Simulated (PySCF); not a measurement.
Dimethyl selenide, SMILES C[Se]C (C₂H₆Se) at its CAM-B3LYP/def2-SVP optimised geometry (Å):

```
9

C      1.4365    -0.6649     0.0000
Se    -0.5068    -0.6649     0.0000
C     -0.7472     1.2636     0.0000
H      1.8277    -0.1707     0.8994
H      1.7633    -1.7130    -0.0004
H      1.8277    -0.1701    -0.8991
H     -0.3029     1.7130     0.8982
H     -1.8277     1.4582     0.0024
H     -0.3069     1.7127    -0.9003
```

Calculation: CAM-B3LYP/def2-TZVP (PySCF 2.14.0).

Map of the log10 of the electron density (e/bohr³), floored at −4 on the plane z = 1.2 Å:

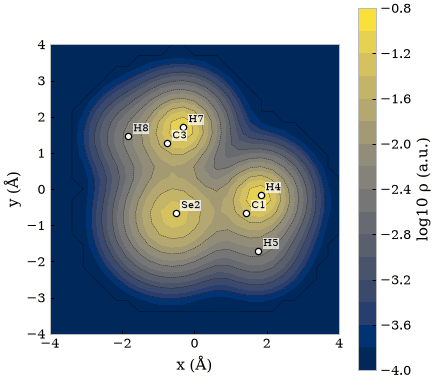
Figure. Log10 of the electron density (e/bohr³), floored at −4 on the plane z = 1.2 Å.
